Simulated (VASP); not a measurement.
Band structure of ZrSi (space group Cmcm). Level of theory: PBEsol GGA, VASP's PBE PAW potentials (set 64) (plane waves; VASP 6.6.1).

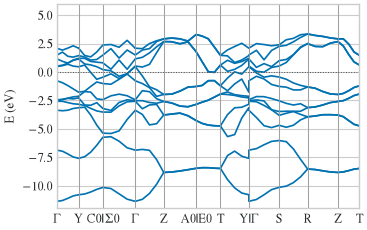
Figure. Bands along high-symmetry lines, zero at the valence-band maximum or, without a gap, the Fermi level

Q: Read the plot: is there a gap, and where are the band edges?

A: It has no gap at this level: it comes out as a metal or semimetal.

The structure comes from a computed database's ZrSi entry (Cmcm); how it stands against other phases isn't given here. The cell was not relaxed at this level.
